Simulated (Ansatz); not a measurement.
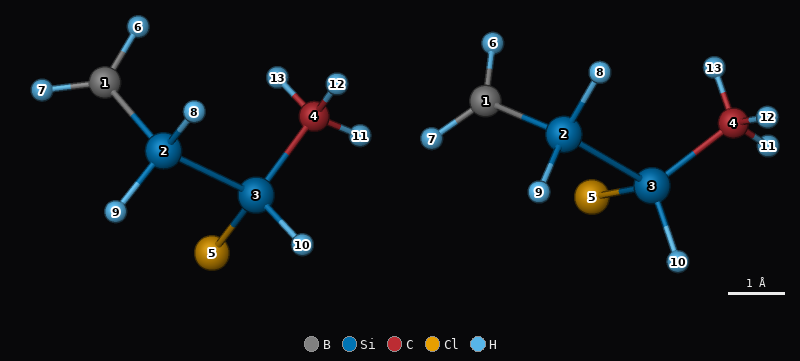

Two geometries of CH₈BClSi₂, drawn at one scale. One is the start of a relaxation, the other its converged end. The picture is a ball-and-stick view, seen from a free direction.

Level of theory: RKS BHLYP-D4/def2-SVP (Ansatz 0.2.0). (no spin polarisation; force threshold 0.015 eV/Å; at most 40 steps)

Which of the two is the end point?

Answer. The right one is the relaxed one. The run prepares an end point of a later path (torsion) calculation, from a guessed geometry. The energy falls by 0.533 eV in 26 accepted moves (30 points after the start). The largest force component goes from 2.9 to 0.014 eV/Å. The line search rejected the trial steps at points 3, 11, 19, 26 of the run. Cl5 moves most after the best rigid fit: 1.10 Å. Largest moves by element: Cl 1.10 Å, H 0.90 Å, B 0.49 Å, C 0.44 Å, Si 0.32 Å. Some distances before and after: Si2–Si3 2.215 → 2.353 Å, C4–H12 1.160 → 1.094 Å, Si2–H8 1.424 → 1.486 Å, B1–Si2 1.953 → 2.008 Å. Bond angles that change, for instance: H11–C4–H13 117.3° → 108.5°, B1–Si2–Si3 108.1° → 100.0°, Si2–Si3–Cl5 109.7° → 103.5°. Groups turn about Si2–Si3 by about 50°, B1–Si2 by about 20°.
